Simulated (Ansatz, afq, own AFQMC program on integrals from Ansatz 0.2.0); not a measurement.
**AlGeH (triplet): AFQMC on the coupled-cluster ladder at angle Al2–Ge1–H3 = 101.6°, cc-pVDZ**

Aim: compute AlGeH (triplet) with auxiliary-field quantum Monte Carlo on the same integrals as coupled cluster, and set the energies side by side.

Method: cc-pVDZ, frozen cores; program: Ansatz 0.2.0, Gaussian basis, and an in-house AFQMC program (afq) on its integrals; all values are calculated.

Plan: PBE (unrestricted); r2SCAN (unrestricted); PBE0 (unrestricted); B3LYP (unrestricted); wB97M-V (unrestricted); B2PLYP (unrestricted); CCSD(T) on UHF; CCSDT(Q) on UHF; Phaseless AFQMC, CISD trial on UHF.

4 further runs of the same task are left out: 4 that didn't finish.

### Step 1. The system

The geometry derives from a PBE0/def2-TZVP stationary point (not a proven minimum). One angle is set to the value named; bond lengths are kept. No spin-orbit coupling is included. The filled d shell of Ge may be among the frozen orbitals whatever the setting's name suggests; the logs give the count.

3 atoms, charge 0, spin multiplicity 3.

Atoms are counted from 1 here; the program's logs count them from 0.

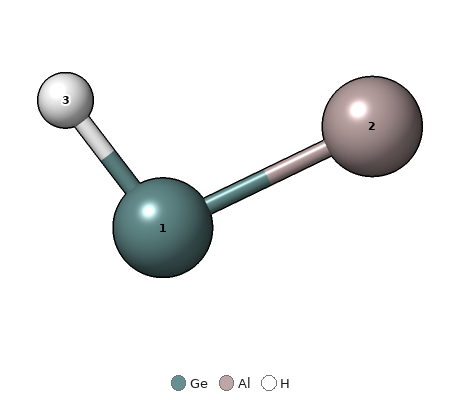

The structure; germanium teal, aluminium light grey, hydrogen white; atoms are numbered from 1 in the order of the file.

As a file:

```
atom   x (Å)    y (Å)    z (Å)
 Ge1  0.0000   0.2539   0.6020
 Al2  0.0000  -0.7545  -1.6294
  H3  0.0000   1.9019   0.2301
```

### Step 2. PBE (unrestricted)

in.yaml

```yaml
crystal:
  periodic: [false, false, false]
  atoms:
    - {symbol: Ge, position_ang: [0.000000, 0.253868, 0.602038]}
    - {symbol: Al, position_ang: [0.000000, -0.754516, -1.629410]}
    - {symbol: H, position_ang: [0.000000, 1.901925, 0.230087]}
basis:
  gaussian: {orbitals: cc-pVDZ}
magnetization: {spin_polarized: true, initial_magnetization: 2}
hamiltonian: {xc: {name: PBE}}
output: {orbitals: {seedname: orbitals}}
```

Run with:

```sh
$ ansatz run in.yaml --threads 1 --pin off --events-out ev --progress --plain --max-ram 1382MiB
```

Standard output:

```text
Functional definition: PBE
  name "PBE"
  cite "Perdew, Burke & Ernzerhof, Phys. Rev. Lett. 77, 3865 (1996) doi:10.1103/PhysRevLett.77.3865"
  parent pbe
  parameter kappa = 0.804
  parameter beta = 0.06672455060314922
  exchange = pbe_x(kappa = kappa, mu = beta*pi^2/3)
  correlation = pbe_c(beta = beta)
555 factors; integrals over basis functions are off by at most 9.2e-4 eV
mean field evaluation 1: about -63115.1521 eV, gradient 9.6e0 eV
mean field evaluation 2: about -63104.6728 eV, gradient 3.0e1 eV
mean field evaluation 4: about -63116.3343 eV, gradient 2.0e0 eV
mean field evaluation 8: about -63116.3805 eV, gradient 1.5e-1 eV
mean field evaluation 16: about -63116.3808 eV, gradient 1.1e-4 eV
mean field evaluation 32: about -63116.3806 eV, gradient 1.1e-1 eV
mean field -63116.38083220 eV, -2319.4842137639 hartree, gradient 4.7e-5 eV, S^2 2.007244; 4 other end points of the search recorded, 0 dependent functions left out
reference -63116.38086415 eV, -2319.4842149382 hartree; 24, 22 occupied and 26, 28 virtual orbitals, 555 factors
Total energy: -63116.38086415 eV, -2319.4842149382 hartree
```

It took 2.8 s on 1 thread of Intel Xeon Platinum 8488C (Sapphire Rapids), shared host.

From the report: ⟨S²⟩ of the determinant 2.007 (pure triplet: 2.00).

### Step 3. r2SCAN (unrestricted)

in.yaml: that of step 2 with these lines changed.

```diff
@@ -9,3 +9,2 @@
 magnetization: {spin_polarized: true, initial_magnetization: 2}
-hamiltonian: {xc: {name: PBE}}
-output: {orbitals: {seedname: orbitals}}
+hamiltonian: {xc: {name: r2SCAN}}
```

Same command.

Standard output:

```text
Functional definition: r2SCAN
  name "r2SCAN"
  cite "Furness, Kaplan, Ning, Perdew & Sun, J. Phys. Chem. Lett. 11, 8208 (2020) doi:10.1021/acs.jpclett.0c02405"
  cite "Furness, Kaplan, Ning, Perdew & Sun, J. Phys. Chem. Lett. 11, 9248 (2020) doi:10.1021/acs.jpclett.0c03077"
  parent r2scan
  parameter k0 = 0.174
  parameter k1 = 0.065
  parameter a1 = 4.9479
  exchange = r2scan_x(k0 = k0, k1 = k1, a1 = a1)
  correlation = r2scan_c
555 factors; integrals over basis functions are off by at most 9.2e-4 eV
mean field evaluation 1: about -63126.3189 eV, gradient 9.1e0 eV
mean field evaluation 2: about -63118.9554 eV, gradient 2.6e1 eV
mean field evaluation 4: about -63127.4481 eV, gradient 1.4e0 eV
mean field evaluation 8: about -63127.4723 eV, gradient 5.4e-2 eV
mean field evaluation 16: about -63127.4725 eV, gradient 3.3e-4 eV
mean field -63127.47248244 eV, -2319.8918243920 hartree, gradient 7.0e-5 eV, S^2 2.022388; 0 other end points of the search recorded, 0 dependent functions left out
reference -63127.47249430 eV, -2319.8918248277 hartree; 24, 22 occupied and 26, 28 virtual orbitals, 555 factors
Total energy: -63127.47249430 eV, -2319.8918248277 hartree
```

Wall time 2.5 s (1 thread of Intel Xeon Platinum 8488C (Sapphire Rapids), shared host).

From the report: ⟨S²⟩ of the determinant 2.022 (pure triplet: 2.00).

### Step 4. PBE0 (unrestricted)

in.yaml: that of step 3 with these lines changed.

```diff
@@ -9,2 +9,3 @@
 magnetization: {spin_polarized: true, initial_magnetization: 2}
-hamiltonian: {xc: {name: r2SCAN}}
+hamiltonian: {xc: {name: PBE0}}
+output: {orbitals: {seedname: orbitals}}
```

Launched as before.

Standard output:

```text
Functional definition: PBE0
  name "PBE0"
  cite "Adamo & Barone, J. Chem. Phys. 110, 6158 (1999) doi:10.1063/1.478522"
  cite "Perdew, Burke & Ernzerhof, Phys. Rev. Lett. 77, 3865 (1996) doi:10.1103/PhysRevLett.77.3865"
  parent pbe
  parameter a = 0.25
  parameter kappa = 0.804
  parameter beta = 0.06672455060314922
  exchange = (1 - a)*pbe_x(kappa = kappa, mu = beta*pi^2/3) + a*exact_x
  correlation = pbe_c(beta = beta)
555 factors; integrals over basis functions are off by at most 9.2e-4 eV
mean field evaluation 1: about -63117.5493 eV, gradient 7.6e0 eV
mean field evaluation 2: about -63116.5783 eV, gradient 1.2e1 eV
mean field evaluation 4: about -63118.3578 eV, gradient 5.3e-1 eV
mean field evaluation 8: about -63118.3757 eV, gradient 3.5e-2 eV
mean field evaluation 16: about -63118.3758 eV, gradient 5.1e-4 eV
mean field -63118.37575306 eV, -2319.5575257531 hartree, gradient 6.3e-5 eV, S^2 2.015502; 0 other end points of the search recorded, 0 dependent functions left out
reference -63118.37577696 eV, -2319.5575266317 hartree; 24, 22 occupied and 26, 28 virtual orbitals, 555 factors
Total energy: -63118.37577696 eV, -2319.5575266317 hartree
```

Wall time 1.7 s (1 thread of Intel Xeon Platinum 8488C (Sapphire Rapids), shared host).

From the report: ⟨S²⟩ of the determinant 2.016 (pure triplet: 2.00).

### Step 5. B3LYP (unrestricted)

in.yaml: that of step 4 with these lines changed.

```diff
@@ -9,3 +9,2 @@
 magnetization: {spin_polarized: true, initial_magnetization: 2}
-hamiltonian: {xc: {name: PBE0}}
-output: {orbitals: {seedname: orbitals}}
+hamiltonian: {xc: {name: B3LYP}}
```

The command is unchanged.

Standard output, shortened:

```text
Functional definition: B3LYP
  name "B3LYP"
  cite "Stephens, Devlin, Chabalowski & Frisch, J. Phys. Chem. 98, 11623 (1994) doi:10.1021/j100096a001"
  cite "Becke, Phys. Rev. A 38, 3098 (1988) doi:10.1103/PhysRevA.38.3098"
  cite "Lee, Yang & Parr, Phys. Rev. B 37, 785 (1988) doi:10.1103/PhysRevB.37.785"
  cite "Vosko, Wilk & Nusair, Can. J. Phys. 58, 1200 (1980) doi:10.1139/p80-159"
[...]
555 factors; integrals over basis functions are off by at most 9.2e-4 eV
[...]
mean field -63130.46834334 eV, -2320.0019202492 hartree, gradient 7.5e-5 eV, S^2 2.008504; 0 other end points of the search recorded, 0 dependent functions left out
reference -63130.46854195 eV, -2320.0019275482 hartree; 24, 22 occupied and 26, 28 virtual orbitals, 555 factors
Total energy: -63130.46854195 eV, -2320.0019275482 hartree
```

Wall time 1.5 s (1 thread of Intel Xeon Platinum 8488C (Sapphire Rapids), shared host).

From the report: ⟨S²⟩ of the determinant 2.009 (pure triplet: 2.00).

### Step 6. wB97M-V (unrestricted)

in.yaml: that of step 5 with these lines changed.

```diff
@@ -9,2 +9,3 @@
 magnetization: {spin_polarized: true, initial_magnetization: 2}
-hamiltonian: {xc: {name: B3LYP}}
+hamiltonian: {xc: {name: wB97M-V}}
+output: {orbitals: {seedname: orbitals}}
```

Launched as before.

Standard output, shortened:

```text
Functional definition: wB97M-V
  name "wB97M-V"
  cite "Mardirossian & Head-Gordon, J. Chem. Phys. 144, 214110 (2016) doi:10.1063/1.4952647"
  cite "Becke, J. Chem. Phys. 107, 8554 (1997) doi:10.1063/1.475007"
  cite "Vydrov & Van Voorhis, J. Chem. Phys. 133, 244103 (2010) doi:10.1063/1.3521275"
  # Of w^i u^j: cxij and so on, Table III.
[...]
  gx(w, u) = 1 - cx + cx01*u + cx10*w
  gss(w, u) = css00 + css04*u^4 + css10*w + css20*w^2 + css43*w^4*u^3
  gos(w, u) = cos00 + cos10*w + (cos20 + cos21*u)*w^2 + (cos60 + cos61*u)*w^6
[...]
      + integral(e_c_pw_mod_opposite_spin*gos(b97_w_opposite, b97_u_opposite)) + vv10(b, c)
555 factors; integrals over basis functions are off by at most 9.2e-4 eV
166 factors; integrals over basis functions are off by at most 1.2e-5 eV
[...]
mean field -63124.94203189 eV, -2319.7988320494 hartree, gradient 3.3e-5 eV, S^2 2.009977; 0 other end points of the search recorded, 0 dependent functions left out
reference -63124.94206432 eV, -2319.7988332413 hartree; 24, 22 occupied and 26, 28 virtual orbitals, 555 factors
Total energy: -63124.94206432 eV, -2319.7988332413 hartree
```

It took 6.5 s on 1 thread of Intel Xeon Platinum 8488C (Sapphire Rapids), shared host.

From the report: ⟨S²⟩ of the determinant 2.010 (pure triplet: 2.00).

### Step 7. B2PLYP (unrestricted)

in.yaml: that of step 6 with these lines changed.

```diff
@@ -9,3 +9,3 @@
 magnetization: {spin_polarized: true, initial_magnetization: 2}
-hamiltonian: {xc: {name: wB97M-V}}
-output: {orbitals: {seedname: orbitals}}
+hamiltonian: {xc: {name: B2PLYP}}
+correlation: {electrons: outside_noble_gas}
```

Launched as before.

Standard output, shortened:

```text
Functional definition: B2PLYP
  name "B2PLYP"
  cite "Grimme, J. Chem. Phys. 124, 034108 (2006) doi:10.1063/1.2148954"
  cite "Becke, Phys. Rev. A 38, 3098 (1988) doi:10.1103/PhysRevA.38.3098"
  cite "Lee, Yang & Parr, Phys. Rev. B 37, 785 (1988) doi:10.1103/PhysRevB.37.785"
[...]
555 factors; integrals over basis functions are off by at most 9.2e-4 eV
[...]
mean field -63112.81085329 eV, -2319.3530194588 hartree, gradient 5.7e-6 eV, S^2 2.025054; 2 other end points of the search recorded, 0 dependent functions left out
19 core orbitals not correlated: weight in the atoms' cores, before any rotation towards them, 1.000 or more for the frozen orbitals, at most 0.000 for the correlated occupied ones
reference -63112.81097883 eV, -2319.3530240722 hartree; 5, 3 occupied and 26, 28 virtual orbitals, 555 factors
second order -4.00769868 eV of doubles, -0.00000000 eV of singles
Total energy: -63113.89305747 eV, -2319.3927897289 hartree
```

Wall time 1.9 s (1 thread of Intel Xeon Platinum 8488C (Sapphire Rapids), shared host).

From the report: ⟨S²⟩ of the determinant 2.025 (pure triplet: 2.00).

### Step 8. CCSD(T) on UHF

in.yaml: that of step 7 with these lines changed.

```diff
@@ -9,3 +9,2 @@
 magnetization: {spin_polarized: true, initial_magnetization: 2}
-hamiltonian: {xc: {name: B2PLYP}}
-correlation: {electrons: outside_noble_gas}
+correlation: {method: ccsd_t, electrons: outside_noble_gas, hamiltonian_folder: ham}
```

Launched as before.

Standard output, shortened:

```text
Functional definition: HF
  name "HF"
  cite "Fock, Z. Phys. 61, 126 (1930) doi:10.1007/BF01340294"
  parent pbe
[...]
555 factors; integrals over basis functions are off by at most 9.2e-4 eV
[...]
mean field -63070.12930743 eV, -2317.7845015790 hartree, gradient 5.5e-6 eV, S^2 2.125826; 7 other end points of the search recorded, 0 dependent functions left out
determinant -63070.12930743 eV, -2317.7845015790 hartree, with singles and doubles -63074.00481914 eV, -2317.9269240075 hartree
determinant -63068.42258477 eV, -2317.7217806780 hartree, with singles and doubles -63072.13930094 eV, -2317.8583674779 hartree
determinant -63068.12074728 eV, -2317.7106883548 hartree, with singles and doubles -63072.19675715 eV, -2317.8604789546 hartree
determinant -63067.96680263 eV, -2317.7050309933 hartree, with singles and doubles -63071.70256457 eV, -2317.8423177123 hartree
determinant -63067.64507430 eV, -2317.6932076952 hartree, with singles and doubles -63070.87852916 eV, -2317.8120349696 hartree
19 core orbitals not correlated: weight in the atoms' cores, before any rotation towards them, 1.000 or more for the frozen orbitals, at most 0.000 for the correlated occupied ones
reference -63070.12930743 eV, -2317.7845015790 hartree; 5, 3 occupied and 26, 28 virtual orbitals, 555 factors
second order -2.91208493 eV of doubles, -0.00000000 eV of singles
cycle   1  -3.87575854 eV  change   -2.5e-4 eV  update   2.8e-3
[...]
cycle   9  -3.87754837 eV  change    8.0e-6 eV  update   8.3e-6
perturbative correction -0.15279058 eV, -0.0056149502 hartree
Total energy: -63074.15964638 eV, -2317.9326138036 hartree
```

Run time: 3.2 s. Hardware: 1 thread of Intel Xeon Platinum 8488C (Sapphire Rapids), shared host.

From the report: ⟨S²⟩ of the determinant 2.126 (pure triplet: 2.00); correlation -4.0303 eV; T1 0.048; largest double amplitude 0.08.

This run also writes the integrals to the folder ham.

### Step 9. CCSDT(Q) on UHF

in.yaml: that of step 8 with these lines changed.

```diff
@@ -9,2 +9,2 @@
 magnetization: {spin_polarized: true, initial_magnetization: 2}
-correlation: {method: ccsd_t, electrons: outside_noble_gas, hamiltonian_folder: ham}
+correlation: {method: ccsdt_q, electrons: outside_noble_gas}
```

The command is unchanged.

Standard output, shortened:

```text
Functional definition: HF
  name "HF"
  cite "Fock, Z. Phys. 61, 126 (1930) doi:10.1007/BF01340294"
  parent pbe
[...]
970 factors; integrals over basis functions are off by at most 1.1e-7 eV
[...]
mean field -63070.12935560 eV, -2317.7845033491 hartree, gradient 4.2e-6 eV, S^2 2.125827; 10 other end points of the search recorded, 0 dependent functions left out
determinant -63070.12935560 eV, -2317.7845033491 hartree, with singles and doubles -63074.00487803 eV, -2317.9269261717 hartree
determinant -63068.42263804 eV, -2317.7217826359 hartree, with singles and doubles -63072.13936382 eV, -2317.8583697889 hartree
determinant -63068.12080586 eV, -2317.7106905076 hartree, with singles and doubles -63072.19682411 eV, -2317.8604814154 hartree
determinant -63067.96685292 eV, -2317.7050328416 hartree, with singles and doubles -63071.70265645 eV, -2317.8423210890 hartree
determinant -63067.79466324 eV, -2317.6987049874 hartree, with singles and doubles -63071.64907945 eV, -2317.8403521707 hartree
determinant -63067.64513299 eV, -2317.6932098520 hartree, with singles and doubles -63070.87858230 eV, -2317.8120369225 hartree
19 core orbitals not correlated: weight in the atoms' cores, before any rotation towards them, 1.000 or more for the frozen orbitals, at most 0.000 for the correlated occupied ones
reference -63070.12935560 eV, -2317.7845033491 hartree; 5, 3 occupied and 26, 28 virtual orbitals, 970 factors
second order -2.91210876 eV of doubles, -0.00000000 eV of singles
cycle   1  -3.49806866 eV  change   -5.9e-1 eV  update   9.6e-2
[...]
cycle  21  -4.07467483 eV  change    3.9e-7 eV  update   7.2e-7
perturbative correction -0.01034961 eV, -0.0003803412 hartree
Total energy: -63074.21438003 eV, -2317.9346252282 hartree
```

Wall time 12 s (1 thread of Intel Xeon Platinum 8488C (Sapphire Rapids), shared host).

From the report: ⟨S²⟩ of the determinant 2.126 (pure triplet: 2.00); correlation -4.0850 eV; T1 0.053; largest double amplitude 0.11.

### Step 10. Phaseless AFQMC, CISD trial on UHF

It reads the integrals that the CCSD(T) run on this determinant wrote.

Run with:

```sh
$ afq ham --method phaseless --trial cisd --walkers 60 --populations 1 --least-time 40 --time-step 0.005 --steps-per-block 50 --equilibration-blocks 28 --max-blocks 300 --target-error 0.00034 --factor-cut 1e-05 --start spin_pure --seed 5746 --release-times 0.24,0.51,0.99,1.62,2.4 --release-step 0.03 --release-every 4 --taylor-order 6
```

Standard output:

```text
orbitals 31  electrons 5 3  factors 233 of 555
reference energy -2317.78450158 Eh
CCSD correlation -0.14249721 Eh in 16 cycles, weight of the determinant in the CISD state 0.8352
energy of the start -2317.923239 Eh
 block  time / (1/Eh)  mean weight  energy / Eh
     1     0.250  1.0012  -2317.922929
     2     0.500  1.0016  -2317.923693
     3     0.750  1.0006  -2317.924898
     4     1.000  0.9998  -2317.925971
     5     1.250  0.9992  -2317.927114
     6     1.500  0.9987  -2317.927273
     7     1.750  1.0003  -2317.928158
     8     2.000  0.9999  -2317.931117
     9     2.250  0.9980  -2317.932499
    10     2.500  0.9999  -2317.934571
    13     3.250  0.9996  -2317.934029
    17     4.250  0.9994  -2317.933110
    21     5.250  0.9992  -2317.938752
    25     6.250  1.0003  -2317.930727
    29     7.250  0.9997  -2317.938080
    33     8.250  0.9999  -2317.936499
    37     9.250  1.0010  -2317.930668
    41    10.250  1.0002  -2317.932049
    45    11.250  1.0004  -2317.932528
    49    12.250  0.9963  -2317.933555
    53    13.250  1.0003  -2317.935501
    57    14.250  0.9990  -2317.928257
    61    15.250  1.0001  -2317.932347
    65    16.250  1.0005  -2317.934264
    69    17.250  0.9990  -2317.932957
    73    18.250  0.9990  -2317.936084
    77    19.250  0.9992  -2317.935860
    81    20.250  0.9989  -2317.936343
    85    21.250  0.9995  -2317.942070
    89    22.250  1.0004  -2317.932519
    93    23.250  0.9991  -2317.934511
    97    24.250  0.9995  -2317.938658
   101    25.250  0.9995  -2317.933113
   105    26.250  0.9999  -2317.931265
   109    27.250  1.0004  -2317.930225
   113    28.250  0.9994  -2317.933862
   117    29.250  1.0012  -2317.932933
   121    30.250  0.9990  -2317.929995
   125    31.250  1.0008  -2317.932545
   129    32.250  1.0015  -2317.934897
   133    33.250  0.9993  -2317.931576
   137    34.250  1.0000  -2317.932322
   141    35.250  0.9987  -2317.937621
   145    36.250  1.0008  -2317.934528
   149    37.250  1.0012  -2317.934658
   153    38.250  1.0006  -2317.933149
   157    39.250  1.0014  -2317.931761
   161    40.250  1.0000  -2317.935194
   165    41.250  1.0010  -2317.931532
   169    42.250  1.0004  -2317.935430
   173    43.250  1.0000  -2317.931400
   177    44.250  1.0004  -2317.935696
   181    45.250  1.0001  -2317.929816
   185    46.250  0.9992  -2317.931510
   189    47.250  0.9974  -2317.930393
   193    48.250  1.0008  -2317.930587
   197    49.250  0.9998  -2317.932708
blocks merged  error / Eh  count
     1  0.000191  170
     2  0.000245  85
     4  0.000275  42
     8  0.000323  21
    16  0.000422  10
released: time / (1/Eh)  energy / Eh  error  mean overlap
  0.24  -2317.934019  0.000381  0.9997
  0.51  -2317.934415  0.000396  0.9842
  0.99  -2317.934073  0.000430  0.9963
  1.62  -2317.933794  0.000449  1.0179
  2.40  -2317.933672  0.000407  1.0380
energy -2317.933585 +/- 0.000323 Eh
```

Run time: 2 min. Hardware: 1 thread of Intel Xeon Platinum 8488C (Sapphire Rapids), shared host.

Energy -63074.1861 ± 0.0088 eV. Caveats: constraint bias not in the error. The error still grows with block length (0.0075 to 0.0115 eV), so the bar may be too small.

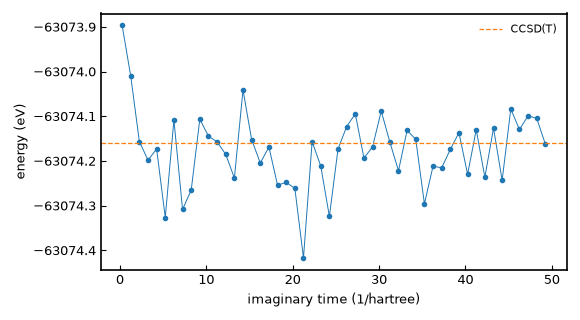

Block energies along the walk.

### Step 11. All levels side by side

On the UHF determinant, counted from CCSDT(Q) (a yardstick, not exact):

```
                                              level  energy (eV)  from CCSDT(Q) (meV)  statistical error (meV)   time
                                                 HF  -63070.1293              +4085.1                                
                                                MP2  -63073.0414              +1173.0                                
                                               CCSD  -63074.0069               +207.5                                
                                            CCSD(T)  -63074.1596                +54.7                                
                                           CCSDT(Q)  -63074.2144                  0.0                                
Phaseless AFQMC, CISD trial, step 0.005, 60 walkers  -63074.1861                +28.3                      8.8  2 min
```

The functionals' totals stand on their own zeros and serve differences with other points: PBE -63116.381 eV; r2SCAN -63127.472 eV; PBE0 -63118.376 eV; B3LYP -63130.469 eV; wB97M-V -63124.942 eV; B2PLYP -63113.893 eV.

### Step 12. Results

| quantity | value |
| --- | --- |
| CCSD(T) on UHF from CCSDT(Q) | +54.7 meV |
| Phaseless AFQMC, CISD trial on UHF from CCSDT(Q) | +28.3 ± 8.8 meV |

In words: On UHF the phaseless walk with the CISD trial lies +28.3 meV from CCSDT(Q), 3 times its error bar. Error bars are statistical and leave out the constraint, the time step and what remains of the start.
